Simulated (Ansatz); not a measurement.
# HfCl4F: the cost of one run

Program: Ansatz 0.2.0. Level of theory: DFT PBE, scalar-relativistic, plane waves, PAW. These are calculated values, not measurements.

### Step 1. The system as given

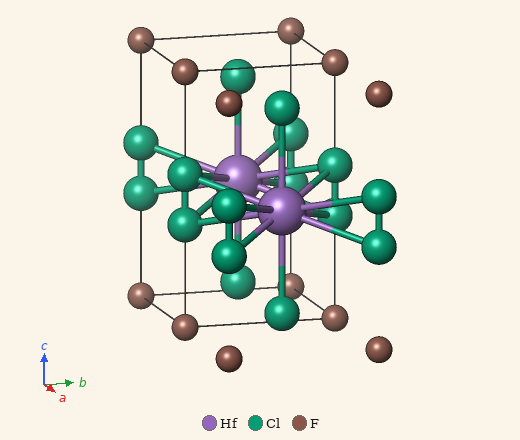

Start, viewed slightly off an axis; hafnium purple, chlorine teal, fluorine brown. 2×1×1 cells are drawn. Atoms on the faces are drawn again on the opposite ones.

As a file:

```cif
data_structure
_symmetry_space_group_name_H-M 'P 1'
_symmetry_Int_Tables_number 1
_cell_length_a 4.2752
_cell_length_b 4.2752
_cell_length_c 7.1522
_cell_angle_alpha 90.000
_cell_angle_beta 90.000
_cell_angle_gamma 90.000
_cell_volume 130.72
loop_
_atom_site_label
_atom_site_type_symbol
_atom_site_fract_x
_atom_site_fract_y
_atom_site_fract_z
_atom_site_occupancy
Hf1 Hf 0.50000 0.50000 0.50000 1
Cl1 Cl 0.00000 0.00000 0.59845 1
Cl2 Cl 0.50000 0.50000 0.09857 1
Cl3 Cl 0.50000 0.50000 0.90143 1
Cl4 Cl 0.00000 0.00000 0.40155 1
F1 F 0.00000 0.00000 0.00000 1
```

Recipe of the guess: species swapped into a database cell of LaPrC4 (P4/mmm, No. 123), with Hf on the La sites, F on the Pr sites and Cl on the C sites. Its size is a rough estimate.

### Step 2. Probe: one point on a coarse mesh

File input.yaml:

```yaml
crystal:
  lattice:
    - [4.2752256, 0.0, 0.0]
    - [0.0, 4.2752256, 0.0]
    - [0.0, 0.0, 7.15219997]
  atoms:
    - { symbol: Hf, position: [0.5, 0.5, 0.5] }
    - { symbol: Cl, position: [0.0, 0.0, 0.59845364] }
    - { symbol: Cl, position: [0.5, 0.5, 0.09857331] }
    - { symbol: Cl, position: [0.5, 0.5, 0.90142669] }
    - { symbol: Cl, position: [0.0, 0.0, 0.40154636] }
    - { symbol: F, position: [0.0, 0.0, 0.0] }
basis:
  ecutwfc: 420
kpoints:
  mp_grid: { grid: [4, 4, 4] }
hamiltonian:
  xc: pbe
scf:
  occupations: { method: gaussian, width: 0.1 }
  lower_state_search: "off"
output:
  forces: true
  stress: true
  eigenvalues: true
```

Launch:

```bash
ansatz run input.yaml --threads 1 --pin off --max-ram 2560MiB --backend cpu --events-out ev --progress --plain --runs-dir out
```

**Question.** How long does this run take on 1 thread of Intel Xeon Platinum 8259CL at 2.50GHz (Skylake/Cascade Lake), shared host, and how much memory does it need?

About 6.3 s, with a peak of 0.46 GiB.
